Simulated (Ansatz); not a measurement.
One stationary structure of InP. Space group P6₃mc (No. 186), wurtzite type. Computed with r2SCAN (plane waves to 500 eV, PAW, scalar-relativistic; Ansatz, a quantum-chemistry and plane-wave program).

Space group P6₃mc (No. 186); a = 4.1695 Å, b = 4.1695 Å, c = 6.8464 Å, α = 90.00°, β = 90.00°, γ = 120.00°

| atom | site | symmetry | x | y | z |
|---|---|---|---|---|---|
| In | 2b | 3m. | 0.3333 | 0.6667 | 0.0002 |
| P | 2b | 3m. | 0.3333 | 0.6667 | 0.3746 |

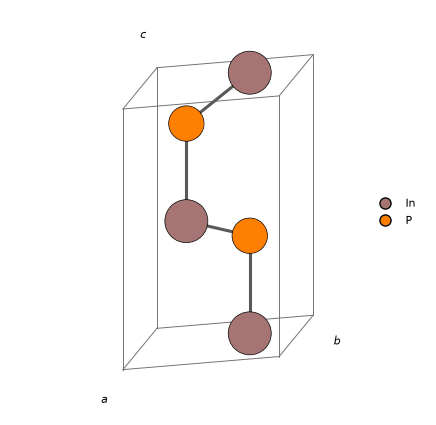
Figure: The conventional cell of the relaxed structure

```json
{
 "volume_per_atom": "25.77 Å³",
 "band_gap": "1.09 eV, direct at Γ (no spin-orbit coupling)",
 "shortest_distances": "In–P 2.56 Å",
 "k-mesh": "9×9×5"
}
```

No spin polarisation in the result.

The run could not lose the symmetry of its start.

The first start was generated by placing the elements on the sites of a structure type. Materials Project lists a structure of InP in the same space group, P6₃mc (No. 186); the sites were not compared with it, nor with measured phases. Known forms of InP include space group No. 216.
